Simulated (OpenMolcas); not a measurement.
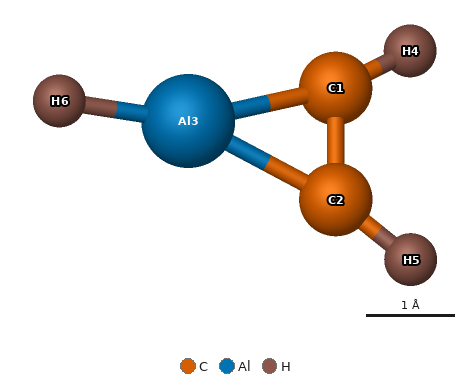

Fig. 1: The structure (ball-and-stick view, seen at a tilt; atoms are numbered from 1 in the order of the input). Sticks mark near contacts.

**Excited-state calculation, with input and output: C₂H₃Al (part 1 of 2)**

- system: C₂H₃Al, SMILES [CH]1=[CH][AlH]1
- method: MC-PDFT (tOreLYP)/6-31G (OpenMolcas 26.06)

The geometry comes from this level: GFN2-xTB.

Input:
```
>>> EXPORT MOLCAS_PRINT=2
&GATEWAY
Coord
6
angstrom
C       -0.663740      -0.508690      -0.307960
C        0.491990       0.161440      -0.729370
Al       0.194860       0.385930       1.151810
H       -1.316290      -1.085430      -0.966510
H        0.852390       0.170710      -1.759560
H        0.440790       0.876050       2.611600
Basis
6-31G
Group
NoSym
RICD
&SEWARD
GridInput
Grid=UltraFine
End of Grid
&RASSCF
FileOrb
$CurrDir/step2.RasOrb
Spin
1
Nactel
4 0 0
Inactive
12
Ras2
4
CIRoot
3 3 1
OrbListing
NoCore
OrbAppear
Compact
&MCPDFT
KSDFT
T:OreLYP
```

Launched with:
```bash
export MOLCAS_MEM=1860
pymolcas step8.input > step8.log
```

The program's output:
```
--- Start Module: gateway ---

                                              &GATEWAY

                       available to each process: 1.9 GB of memory, 1 thread

++    Symmetry information:
      ---------------------

                    Character Table for C1

                             E
                    a        1  x, y, xy, Rz, z, xz, Ry, yz, Rx, I
--

++    Basis set information:
      ----------------------

      Basis set label: C.6-31G.........

      Electronic valence basis set:
      ------------------
      Associated Effective Charge   6.000000 au
      Associated Actual Charge      6.000000 au
      Nuclear Model: Point charge

      Shell  nPrim  nBasis  Cartesian Spherical Contaminant
         s      10       3        X
         p       4       2        X

      Basis set label: AL.6-31G.........

      Electronic valence basis set:
      ------------------
      Associated Effective Charge  13.000000 au
      Associated Actual Charge     13.000000 au
      Nuclear Model: Point charge

      Shell  nPrim  nBasis  Cartesian Spherical Contaminant
         s      16       4        X
         p      10       3        X

      Basis set label: H.6-31G.........

      Electronic valence basis set:
      ------------------
      Associated Effective Charge   1.000000 au
      Associated Actual Charge      1.000000 au
      Nuclear Model: Point charge

      Shell  nPrim  nBasis  Cartesian Spherical Contaminant
         s       4       2        X
--

++    Molecular structure info:
      -------------------------

                    ************************************************
                    **** Cartesian Coordinates / bohr, angstrom ****
                    ************************************************

     Center  Label                x              y              z                     x              y              z
        1      C1              -1.254287      -0.961285      -0.581960             -0.663740      -0.508690      -0.307960
        2      C2               0.929726       0.305077      -1.378310              0.491990       0.161440      -0.729370
        3      AL3              0.368232       0.729302       2.176605              0.194860       0.385930       1.151810
        4      H4              -2.487428      -2.051165      -1.826439             -1.316290      -1.085430      -0.966510
        5      H5               1.610784       0.322595      -3.325087              0.852390       0.170710      -1.759560
        6      H6               0.832972       1.655495       4.935209              0.440790       0.876050       2.611600

                    ***************************************
                    *    InterNuclear Distances / bohr    *
                    ***************************************

               1 C1            2 C2            3 AL3           4 H4            5 H5            6 H6
    1 C1       0.000000
    2 C2       2.647217        0.000000
    3 AL3      3.619438        3.623902        0.000000
    4 H4       2.063299        4.174882        5.648908        0.000000
    5 H5       4.169139        2.062544        5.654906        4.967496        0.000000
    6 H6       6.453165        6.457051        2.946813        8.395491        8.403219        0.000000

                    *******************************************
                    *    InterNuclear Distances / angstrom    *
                    *******************************************

               1 C1            2 C2            3 AL3           4 H4            5 H5            6 H6
    1 C1       0.000000
    2 C2       1.400847        0.000000
    3 AL3      1.915324        1.917686        0.000000
    4 H4       1.091851        2.209253        2.989273        0.000000
    5 H5       2.206213        1.091451        2.992447        2.628686        0.000000
    6 H6       3.414868        3.416924        1.559386        4.442702        4.446792        0.000000

                    **************************************
                    *    Valence Bond Angles / degree    *
                    **************************************
                          Atom centers                 Phi
                      2 C2       1 C1       4 H4       124.36
                      1 C1       2 C2       5 H5       124.09

           ***************************************************************
           *              Valence Dihedral Angles / degree               *
           ***************************************************************
                    Atom centers                       Phi1     Phi2     Theta
           4 H4       1 C1       2 C2       5 H5        124.36   124.09    -0.04
--

            Nuclear Potential Energy             76.67673829 au

--- Stop Module: gateway /rc=_RC_ALL_IS_WELL_ ---

--- Start Module: seward ---

                                              &SEWARD

                       available to each process: 1.9 GB of memory, 1 thread

               SEWARD will generate:
                  Multipole Moment integrals up to order  2
                  Kinetic Energy integrals
                  Nuclear Attraction integrals (point charge)
                  One-Electron Hamiltonian integrals
                  Velocity integrals
                  Orbital angular momentum around (  0.1110   0.2172   0.6478 )
                  Velocity quadrupole around (  0.1110   0.2172   0.6478 )
                  RI decomposed two-electron repulsion integrals stored Cholesky style
                   - acCD auxiliary basis
                   - CD Threshold:   1.00E-04

                   Integrals are discarded if absolute value <: 1.00E-14
                   Integral cutoff threshold is set to       <: 1.00E-16

            Nuclear Potential Energy             76.67673829 au

      Basis set specifications :
      Symmetry species         a
      Basis functions           37

--- Stop Module: seward /rc=_RC_ALL_IS_WELL_ ---

--- Start Module: rasscf ---

                                              &RASSCF

                       available to each process: 1.9 GB of memory, 1 thread

      Header of the ONEINT file:
      --------------------------

      OrdInt status: non-squared

      Cartesian coordinates in angstrom:
      -----------------------------------------------------
      No.  Label        X            Y            Z
      -----------------------------------------------------
       1   C1        -0.66374000  -0.50869000  -0.30796000
       2   C2         0.49199000   0.16144000  -0.72937000
       3   AL3        0.19486000   0.38593000   1.15181000
       4   H4        -1.31629000  -1.08543000  -0.96651000
       5   H5         0.85239000   0.17071000  -1.75956000
       6   H6         0.44079000   0.87605000   2.61160000
      -----------------------------------------------------
      Nuclear repulsion energy =   76.67673829

++    Wave function specifications:
      -----------------------------

      Number of closed shell electrons          24
      Number of electrons in active shells       4
      Max number of holes in RAS1 space          0
      Max nr of electrons in RAS3 space          0
      Number of inactive orbitals               12
      Number of active orbitals                  4
      Number of secondary orbitals              21
      Spin quantum number                      0.0
      State symmetry                             1
--

++    Orbital specifications:
      -----------------------

      Symmetry species                           1
                                                 a
      Frozen orbitals                            0
      Inactive orbitals                         12
      Active orbitals                            4
      RAS1 orbitals                              0
      RAS2 orbitals                              4
      RAS3 orbitals                              0
      Secondary orbitals                        21
      Deleted orbitals                           0
      Number of basis functions                 37
--

++    CI expansion specifications:
      ----------------------------

      Number of CSFs                            20
      Number of spin combinations               21
      Number of determinants                    36
      Number of root(s) required                 3
      Root chosen for geometry opt.              3
      CI roots used                              1     2     3
      weights                                0.333 0.333 0.333
      highest root included in the CI            3
      max. size of the explicit Hamiltonian     20
--

++    Optimization specifications:
      ----------------------------

      RASSCF algorithm: LK RI/DF
      Maximum number of macro iterations       200
      Maximum number of SX iterations          100
      Threshold for RASSCF energy            1.000E-08
      Threshold for max MO rotation          1.000E-01
      Threshold for max BLB element          1.000E-04
      Level shift parameter                  5.000E-01
      Make Quasi-Newton update
--

      The MO-coefficients are taken from the file:
      step2.RasOrb
      Title: RASSCF average (pseudo-natural) orbitals

      Total molecular charge    0.00

      ************************************************************************************************************************
      *                                            Wave function control section                                             *
      ************************************************************************************************************************

                                         RASSCF iterations: Energy and convergence statistics
                                         ----------------------------------------------------

          iter iter root      energy       change     param      element    value   shift minimum  type update hh:mm:ss
 Nr of preliminary CI iterations:   1
        1   1    3    0  -319.12840966    0.00E+00  -1.57E-05   12  17 1 -2.63E-05   0.30   0.00    SX    NO    0:00:00
        2   1    3    0  -319.12840966   -2.07E-09  -6.88E-06   12  17 1 -1.15E-05   0.30   0.00    SX    NO    0:00:00
        3   1    3    0  -319.12840966   -4.92E-10  -6.27E-06   12  17 1 -1.05E-05   0.30   0.00    SX    NO    0:00:00
        4   1    3    0  -319.12840966   -3.31E-10   5.84E-06   12  17 1 -6.55E-06   0.30   0.00    SX    NO    0:00:00
      Convergence after  4 iterations
        5   1    3    0  -319.12840966   -1.73E-10   5.84E-06   12  17 1 -5.10E-06   0.30   0.00    SX    NO    0:00:00

      ************************************************************************************************************************
                                                      Wave function printout:
                       occupation of active orbitals, and spin coupling of open shells (u,d: Spin up or down)
      ************************************************************************************************************************

      Note: transformation to natural orbitals
      has been made, which may change the order of the CSFs.

      printout of CI-coefficients larger than  0.05 for root  1
      energy=    -319.258800
      conf/sym  1111     Coeff  Weight
             1  2200  -0.97778 0.95605
             4  u2d0  -0.06413 0.00411
             6  2020   0.18915 0.03578

      printout of CI-coefficients larger than  0.05 for root  2
      energy=    -319.090201
      conf/sym  1111     Coeff  Weight
             5  u20d   0.96036 0.92230
             7  20ud  -0.05256 0.00276
             9  ud20  -0.12324 0.01519
            11  ud02   0.13739 0.01888
            16  u02d  -0.19978 0.03991

      printout of CI-coefficients larger than  0.05 for root  3
      energy=    -319.036227
      conf/sym  1111     Coeff  Weight
             1  2200   0.05619 0.00316
             3  2u0d  -0.51314 0.26331
             4  u2d0  -0.78309 0.61323
             6  2020   0.12534 0.01571
             8  2002  -0.13322 0.01775
            10  udud   0.26945 0.07261
            12  0220  -0.08189 0.00671
            17  u0d2  -0.07836 0.00614

      Natural orbitals and occupation numbers for root  1
      sym 1:   1.997093   1.922976   0.074400   0.005531

      Natural orbitals and occupation numbers for root  2
      sym 1:   1.003043   1.892614   0.113902   0.990440

      Natural orbitals and occupation numbers for root  3
      sym 1:   1.306713   1.591671   0.724641   0.376975

      ************************************************************************************************************************
      *                                                    Final results                                                     *
      ************************************************************************************************************************

++    Final optimization conditions:
      ------------------------------

      Average CI energy                            -319.12840966
      RASSCF energy for state  3                   -319.03622740
      Super-CI energy                                -0.00000000
      RASSCF energy change                           -0.00000000
      Max change in MO coefficients              -5.869E-06
      Max non-diagonal density matrix element     5.842E-06
      Maximum BLB matrix element                 -5.099E-06
      (orbital pair  12,  17 in symmetry   1)
      Norm of electronic gradient            4.577E-02
--

      Final state energy(ies):
      ------------------------

::    RASSCF root number  1 Total energy:   -319.25880043
::    RASSCF root number  2 Total energy:   -319.09020116
::    RASSCF root number  3 Total energy:   -319.03622740

++    Molecular orbitals:
      -------------------

      Pseudonatural active orbitals and approximate occupation numbers

      MOLECULAR ORBITALS FOR SYMMETRY SPECIES 1: a

      INDEX  ENERGY  OCCUPATION COEFFICIENTS ...
          1  -58.4926    2.0000
                19 AL3    1s     ( 0.9973)
          2  -11.2520    2.0000
                 1 C1     1s     ( 0.5364)  10 C2     1s     ( 0.8394)
          3  -11.2507    2.0000
                 1 C1     1s     (-0.8395)  10 C2     1s     ( 0.5366)
          4   -4.9209    2.0000
                19 AL3    1s     ( 0.2630)  20 AL3    2s     (-1.0296)
          5   -3.2361    2.0000
                23 AL3    2px    (-0.1616)  26 AL3    2py    (-0.3007)  29 AL3    2pz    (-0.9339)
          6   -3.2333    2.0000
                23 AL3    2px    (-0.5396)  26 AL3    2py    ( 0.8187)  29 AL3    2pz    (-0.1703)
          7   -3.2329    2.0000
                23 AL3    2px    ( 0.8204)  26 AL3    2py    ( 0.4790)  29 AL3    2pz    (-0.2962)
          8   -1.0367    2.0000
                 1 C1     1s     ( 0.1524)   2 C1     2s     (-0.2967)   3 C1     *s     (-0.2236)   4 C1     2px    (-0.1325)
                10 C2     1s     ( 0.1523)  11 C2     2s     (-0.2968)  12 C2     *s     (-0.2232)  13 C2     2px    ( 0.1129)

          9   -0.7315    2.0000
                 1 C1     1s     (-0.1211)   2 C1     2s     ( 0.2327)   3 C1     *s     ( 0.3300)   4 C1     2px    (-0.1343)
                10 C2     1s     ( 0.1210)  11 C2     2s     (-0.2327)  12 C2     *s     (-0.3299)  13 C2     2px    (-0.1082)
                17 C2     2pz    ( 0.1289)  32 H4     1s     ( 0.2059)  33 H4     *s     ( 0.1229)  34 H5     1s     (-0.2067)
                35 H5     *s     (-0.1233)
         10   -0.6560    2.0000
                 4 C1     2px    ( 0.2122)   6 C1     2py    ( 0.1657)   8 C1     2pz    ( 0.1864)   9 C1     *pz    ( 0.1018)
                13 C2     2px    (-0.1144)  17 C2     2pz    ( 0.3044)  18 C2     *pz    ( 0.1499)  20 AL3    2s     (-0.1126)
                21 AL3    3s     ( 0.1702)  32 H4     1s     (-0.1942)  33 H4     *s     (-0.1026)  34 H5     1s     (-0.1929)
                35 H5     *s     (-0.1019)
         11   -0.5232    2.0000
                 4 C1     2px    ( 0.1538)  13 C2     2px    (-0.1760)  20 AL3    2s     ( 0.1859)  21 AL3    3s     (-0.3498)
                22 AL3    *s     (-0.1023)  30 AL3    3pz    (-0.2023)  36 H6     1s     (-0.2499)  37 H6     *s     (-0.2807)
```
